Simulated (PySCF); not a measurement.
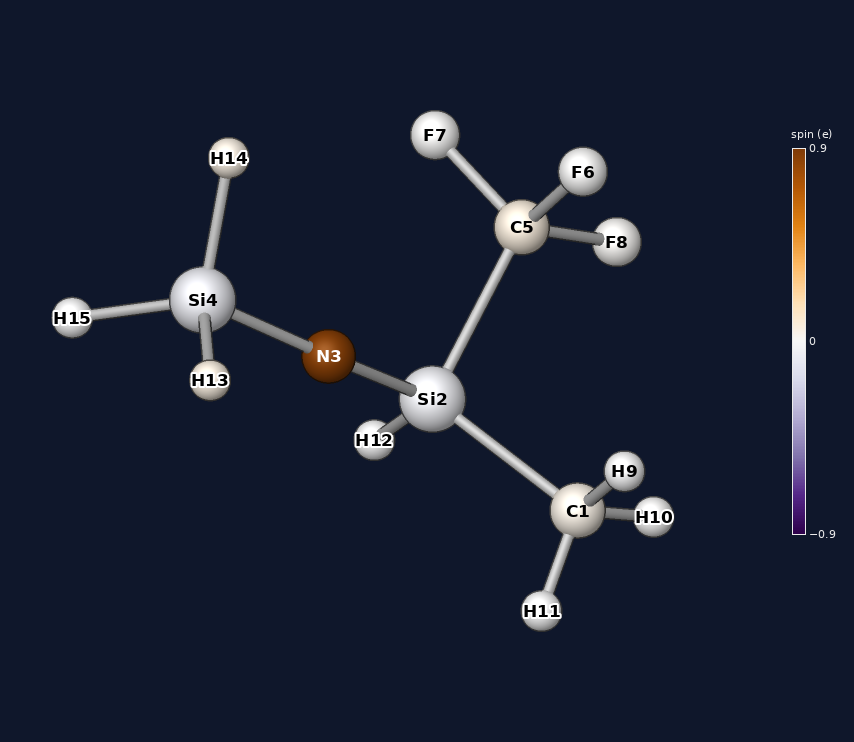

Atoms are coloured by their Mulliken spin populations. Charge 0, doublet. The geometry was computed by an optimisation with GFN2-xTB. No frequency run is at hand to confirm it as a minimum. Properties computed with UKS B3LYP, pcH-1 on C F H N Si, non-relativistic (PySCF 2.14.0).

List the Mulliken spin populations.

```tsv
atom	value (e)
C1	0.04
Si2	−0.05
N3	0.87
Si4	−0.06
C5	0.07
F6	0.00
F7	0.00
F8	0.01
H9	0.00
H10	0.00
H11	0.00
H12	0.00
H13	0.06
H14	0.06
H15	0.00
```

Mulliken values depend strongly on the basis set. The geometry is semi-empirical. Around Si such bond lengths and angles can be off by a tenth of an ångström or more and by several degrees, and values that hang on the shape move with them.
